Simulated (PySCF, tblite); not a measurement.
# C₂H₄OSi (triplet): infrared bands and EPR parameters

Wanted: the infrared bands and EPR parameters of C₂H₄OSi (triplet) (`O=C[C][SiH3]`), by calculation.

Programs: tblite 0.8.0 and PySCF 2.14.0, with density-fitted response routines of our own. Each step states its level of theory. These are calculated values for one molecule in the gas phase, unless marked as measured. Atoms are numbered from 0 throughout.

## (1) The starting structure

8 atoms, charge 0, multiplicity 3; geometry from: GFN2-xTB.

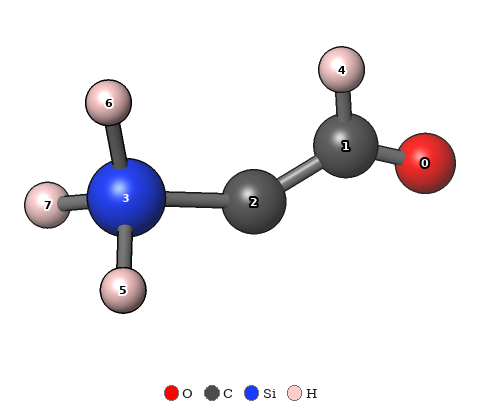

As it starts; oxygen red, carbon dark grey, silicon blue, hydrogen pink, atoms numbered.

## (2) Vibrational analysis with GFN2-xTB

The job: settings as JSON, then the geometry in Å.

```
{"job": {"kind": "ir", "xc": "GFN2-xTB", "basis": "xTB"}, "charge": 0, "multiplicity": 3}
O      2.642145    -0.511926     0.871312
C      1.682308    -0.216010     0.183811
C      0.318286    -0.223176     0.428008
Si    -1.303260     0.141729    -0.341522
H      1.877646     0.141534    -0.869149
H     -1.925423     1.167156     0.498982
H     -1.218603     0.618696    -1.728393
H     -2.064043    -1.108591    -0.290212
```

Standard output:

```text
mode    cm-1     km/mol
  1      91.0      6.23
  2     116.1     10.61
  3     131.8      0.50
  4     445.0      6.22
  5     475.9     43.68
  6     478.6     45.12
  7     736.7    149.37
  8     762.8     17.72
  9     777.4    141.63
 10     777.7    310.47
 11     801.9      1.18
 12    1273.6      7.78
 13    1309.5      3.25
 14    1617.3    320.86
 15    2199.0    272.61
 16    2234.5    234.64
 17    2247.9     43.54
 18    2479.0     51.34
```

The strongest bands and the atoms that carry them (share of the mass-weighted mode):

| cm⁻¹ | km/mol | atoms |
| --- | --- | --- |
| 479 | 45.1 | H6 25 %, Si3 23 %, H7 19 %, O0 15 % |
| 737 | 149.4 | H7 46 %, H5 46 % |
| 777 | 141.6 | H6 56 %, H7 28 % |
| 778 | 310.5 | H5 36 %, H6 23 %, H7 17 %, Si3 14 % |
| 1617 | 320.9 | C1 61 %, O0 36 % |
| 2199 | 272.6 | H6 92 % |
| 2234 | 234.6 | H5 51 %, H7 44 % |
| 2479 | 51.3 | H4 95 % |

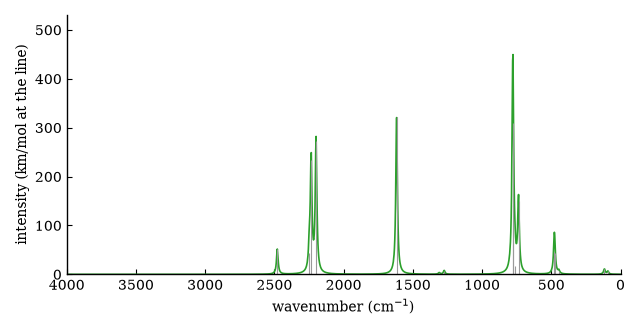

The infrared spectrum from these modes, unscaled. Lines are broadened to a width of 14 cm⁻¹ (Lorentzian).

## (3) EPR parameters: B3LYP/pcH-1

The job, as its differences from that of step 2:

```diff
@@ -1,2 +1,2 @@
-{"job": {"kind": "ir", "xc": "GFN2-xTB", "basis": "xTB"}, "charge": 0, "multiplicity": 3}
+{"job": {"kind": "epr", "basis": "pcH-1"}, "charge": 0, "multiplicity": 3}
 O      2.642145    -0.511926     0.871312
```

With the program's defaults for keys left out, this is: UKS B3LYP, pcH-1 on C H O Si, non-relativistic, mean-field spin-orbit, GIAO.

Standard output:

```text
UKS, coarse grid
  cycle   1  E = -443.07416884  |g| = 5.77e-01
  cycle   2  E = -441.46190568  |g| = 1.80e+00
  cycle   3  E = -443.18720348  |g| = 2.05e-01
  cycle   4  E = -443.20759983  |g| = 1.14e-01
  cycle   5  E = -443.21458004  |g| = 2.15e-02
  cycle   6  E = -443.21490137  |g| = 8.87e-03
  cycle   7  E = -443.21498932  |g| = 5.20e-03
  cycle   8  E = -443.21501276  |g| = 1.66e-03
  cycle   9  E = -443.21501609  |g| = 6.60e-04
UKS, final grid
  cycle   1  E = -443.21502174  |g| = 1.28e-03
  cycle   2  E = -443.21501905  |g| = 3.01e-03
  cycle   3  E = -443.21502246  |g| = 9.30e-05
  cycle   4  E = -443.21502248  |g| = 4.09e-05
  cycle   5  E = -443.21502248  |g| = 1.18e-05
E = -443.21502248 Eh   <S^2> = 2.0211 (exact 2.0000)
g shifts (ppm)      1          2          3
  rmc          -163       -163       -163
  gc              6         21         33
  oz_so         166        902       4819
  total           9        761       4689
hyperfine (MHz)  atom isotope    a_iso     a_fc   dipolar eigenvalues
    0   17O     -16.41     -15.91    -52.58     23.24     29.34
    1   13C     -34.90     -34.96    -11.92      1.50     10.42
    2   13C     116.95     117.08    -68.25     23.71     44.54
    3  29Si      12.58      12.62     -2.84      0.77      2.08
    4    1H      80.65      80.63     -6.14     -1.52      7.66
    5    1H      32.88      32.88     -3.19     -2.27      5.47
    6    1H      47.19      47.19     -2.78     -1.63      4.41
    7    1H      32.64      32.64     -3.19     -2.28      5.47
zero-field splitting (cm-1)  D = 0.4315  E = 0.0042  (spin-spin 0.4739, spin-orbit -0.0601)
```

It took 20 s on 1 thread, shared host.

Principal g values 2.00233, 2.00308, 2.00701; g(iso) = 2.00414, against 2.00232 for a free electron.

Mean a(iso) over the nuclei that a row names, and the largest dipolar term of the row (other rows stand at the frozen geometry):

```csv
nuclei,isotope,a(iso) (MHz),"a(iso) (G, at g = 2.0023)",largest dipolar term (MHz)
C2,13C,117.0,41.7,-68.3
H4,1H,80.6,28.8,7.7
"H5, H6, H7",1H,37.6,13.4,5.5
C1,13C,-34.9,-12.5,-11.9
O0,17O,-16.4,-5.9,-52.6
Si3,29Si,12.6,4.5,-2.8
```

Zero-field splitting: D = 0.431 cm⁻¹ (spin-spin 0.474, spin-orbit -0.060), E = 0.004 cm⁻¹.

Mulliken spin populations:

```csv
atom,value (e)
O0,0.36
C1,-0.17
C2,1.66
Si3,-0.06
H4,0.08
H5,0.03
H6,0.05
H7,0.03
```

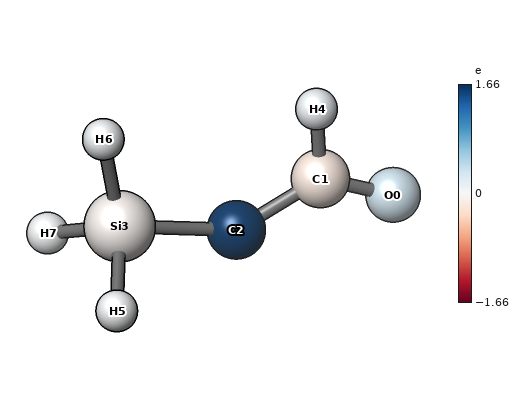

Mulliken spin populations, as colours on the atoms.

## (4) Results

| quantity | value |
| --- | --- |
| strongest single infrared mode (GFN2-xTB) | 1617 cm⁻¹, 321 km/mol |
| zero-point energy (GFN2-xTB) | 27.1 kcal/mol |
| D, E (B3LYP) | 0.431, 0.004 cm⁻¹ |
| g(iso) (B3LYP) | 2.00414 |
| ⟨S²⟩ | 2.021 (exact 2.00) |
| largest a(iso) (averaged by class) | 13C on C2, 117.0 MHz |

No mode is imaginary among the 18: a minimum at this level. The strongest single mode, at 1617 cm⁻¹, moves mainly C1 and O0. GFN2-xTB is a fitted tight-binding method: band positions and strengths are rough. Its intensities can rank the bands wrongly. Most of the unpaired spin sits on C2 (1.66 e). The isotropic g lies 1.8 ppt above the free-electron value. The triplet studied here may not be the ground state; the singlet was not compared.
